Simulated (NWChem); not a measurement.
# One shape, several levels: SiH3F (SMILES F[SiH3])

We compute a comparison of 3 runs (r2SCAN/pcseg-0, r2SCAN/pcseg-1, CCSD/3-21G) of SiH3F. 

The results are computed with NWChem 7.3.0.

6 further runs of the same task are left out: 6 that didn't finish.

### Step 1. The structure to begin with

SiH3F has 5 atoms, charge 0, and is taken as a singlet. SMILES: `F[SiH3]`. Geometry: relaxed at PBE0-D4/def2-TZVP.

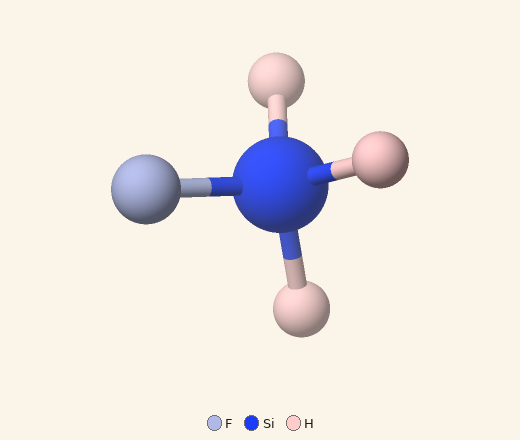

The structure, seen from a chosen angle (fluorine light blue, silicon blue, hydrogen pink).

### Step 2. Energy and gradient at r2SCAN/pcseg-0 (run 1)

File fh3si.nw:

```
start fh3si
memory total 2200 mb

geometry noautosym nocenter noautoz
  F    -1.274600    0.162800    0.858000
  Si    0.043300   -0.019300   -0.030700
  H    -0.367800   -0.192600   -1.443700
  H     0.768600   -1.217900    0.451600
  H     0.880500    1.193400    0.123400
end

basis spherical bse
  * library pcseg-0
end

dft
  xc r2scan
  mult 1
  grid fine
  convergence energy 1e-08
  maxiter 100
  mulliken
  print low
end

task dft gradient
```

Run with:

```bash
nwchem fh3si.nw > fh3si.out
```

Log:

```text
[...]
 d= 0,ls=0.0,diis     1   -390.3720401221 -4.53D+02  5.33D-02  3.63D-01     0.4
[...]
 d= 0,ls=0.0,diis     8   -390.4201968700  7.03D-11  9.53D-07  1.71D-09     2.1
         Total DFT energy =     -390.420196870030
      One electron energy =     -666.358872992938
           Coulomb energy =      245.263436897595
    Exchange-Corr. energy =      -32.367572565296
 Nuclear repulsion energy =       63.042811790608
[...]
      Total Density - Mulliken Population Analysis
     ---------------------------------------------
    Atom       Charge   Shell Charges
 -----------   ------   -------------------------------------------------------
    1 F    9     9.51   1.98  1.02  0.99  2.43  3.09
    2 Si  14    13.17   2.00  2.00  0.95  0.26  5.81  1.00  1.16
    3 H    1     1.11   0.60  0.51
    4 H    1     1.11   0.60  0.51
    5 H    1     1.11   0.60  0.51
[...]
                         DFT ENERGY GRADIENTS
    atom               coordinates                        gradient
                 x          y          z           x          y          z
   1 F      -2.408645   0.307647   1.621385    0.044499  -0.006151  -0.030009
   2 Si      0.081825  -0.036472  -0.058015   -0.035446   0.004916   0.023945
   3 H      -0.695041  -0.363961  -2.728197   -0.002541   0.000479   0.002705
   4 H       1.452443  -2.301497   0.853400   -0.003222   0.001109   0.001581
   5 H       1.663904   2.255199   0.233192   -0.003290  -0.000352   0.001778
 Task  times  cpu:        2.6s     wall:        2.6s
 Total times  cpu:        2.6s     wall:        2.6s
```

It took 3.3 s on 1 thread of Intel Xeon at 2.60GHz (Ice Lake), shared host; peak memory 0.11 GiB.

### Step 3. Energy and forces at r2SCAN/pcseg-1 (run 2)

File fh3si.nw:

```
start fh3si
memory stack 880 mb heap 220 mb global 1100 mb

geometry units angstroms noautosym nocenter noautoz
  F     -1.274600     0.162800     0.858000
  Si     0.043300    -0.019300    -0.030700
  H     -0.367800    -0.192600    -1.443700
  H      0.768600    -1.217900     0.451600
  H      0.880500     1.193400     0.123400
end

basis spherical bse
  * library pcseg-1
end

dft
  xc r2scan
  grid fine
  convergence energy 1e-08
  iterations 100
  mulliken
  noprint "final vectors analysis"
end

task dft gradient
```

Run with:

```bash
nwchem fh3si.nw > fh3si.out
```

Log:

```text
[...]
          Wavefunction type:  closed shell.
          No. of atoms     :     5
          No. of electrons :    26
[...]
          Charge           :     0
          Spin multiplicity:     1
[...]
          AO basis - number of functions:    47
[...]
              XC Information
              --------------
                      r^2SCAN Method XC Functional
               r^2SCAN metaGGA Exchange Functional  1.000
                     r^2SCAN Correlation Potential  1.000
[...]
 d= 0,ls=0.0,diis     1   -391.0280776694 -4.54D+02  2.22D-02  3.79D-01     0.7
[...]
 d= 0,ls=0.0,diis     8   -391.0697009401 -1.88D-11  3.67D-07  9.28D-10     4.4
         Total DFT energy =     -391.069700940101
      One electron energy =     -667.625559007984
           Coulomb energy =      245.967221078697
    Exchange-Corr. energy =      -32.454174801422
 Nuclear repulsion energy =       63.042811790608
[...]
      Total Density - Mulliken Population Analysis
     ---------------------------------------------
    Atom       Charge   Shell Charges
 -----------   ------   -------------------------------------------------------
    1 F    9     9.43   2.00  0.95  0.99  3.44  2.04  0.01
    2 Si  14    13.22   2.00  1.99  0.93  0.21  5.99  1.84  0.04  0.23
    3 H    1     1.12   0.77  0.34  0.01
    4 H    1     1.12   0.77  0.34  0.01
    5 H    1     1.12   0.77  0.34  0.01
[...]
  wavefunction    = closed shell
                         DFT ENERGY GRADIENTS
    atom               coordinates                        gradient
                 x          y          z           x          y          z
   1 F      -2.408645   0.307647   1.621385    0.017828  -0.002464  -0.012024
   2 Si      0.081825  -0.036472  -0.058015   -0.015099   0.002094   0.010226
   3 H      -0.695041  -0.363961  -2.728197   -0.000148   0.000237   0.001695
   4 H       1.452443  -2.301497   0.853400   -0.001237   0.001235  -0.000110
   5 H       1.663904   2.255199   0.233192   -0.001344  -0.001102   0.000213
[...]
```

Run time: 6.6 s. Hardware: 1 thread of Intel Xeon at 2.60GHz (Ice Lake), shared host; peak memory 0.11 GiB.

### Step 4. A single-point energy at CCSD/3-21G (run 3)

File job.xyz:

```xyz
5

F     -1.274600     0.162800     0.858000
Si     0.043300    -0.019300    -0.030700
H     -0.367800    -0.192600    -1.443700
H      0.768600    -1.217900     0.451600
H      0.880500     1.193400     0.123400
```

File job.nw:

```
start job
memory 2200 mb

geometry units angstrom noautosym nocenter noautoz
load job.xyz
end

basis spherical bse
* library 3-21G
end

scf
thresh 1e-08
maxiter 80
noprint "final vectors analysis"
end

ccsd
freeze core 6
maxiter 60
end

task ccsd energy
```

Run with:

```bash
nwchem job.nw > job.out
```

Log:

```text
[...]
  functions       =    28
[...]
  wavefunction    = RHF
[...]
         Total SCF energy =   -388.072906475101
      One-electron energy =   -665.049760998242
      Two-electron energy =    213.934042732533
 Nuclear repulsion energy =     63.042811790608
        Time for solution =      0.3s
[...]
 Total MP2 energy:           -388.247339413331702
[...]
             energy      energy      error      ampl     ampl      Block
                                                time     time      time
[...]
 Total CCSD energy:           -388.263558992063111
[...]
```

It took 2.2 s on 1 thread of Intel Xeon at 2.60GHz (Ice Lake), shared host; peak memory 0.1 GiB.

### Step 5. Overview of the runs

| run | level | task | integration grid | energy (Eh) | largest force (eV/Å) | wall time |
| --- | --- | --- | --- | --- | --- | --- |
| 1 | r2SCAN/pcseg-0 | gradient | fine | -390.420197 | 2.778 | 3.3 s |
| 2 | r2SCAN/pcseg-1 | gradient | fine | -391.069701 | 1.113 | 6.6 s |
| 3 | CCSD/3-21G | energy | – | -388.263559 | – | 2.2 s |

### Step 6. What came out

| quantity | value |
| --- | --- |
| run 3: total energy | -388.26356 Eh |
| run 3: correlation energy (6 core orbitals frozen) | -190.7 mEh |

All runs together took 12 s, the longest 6.6 s.
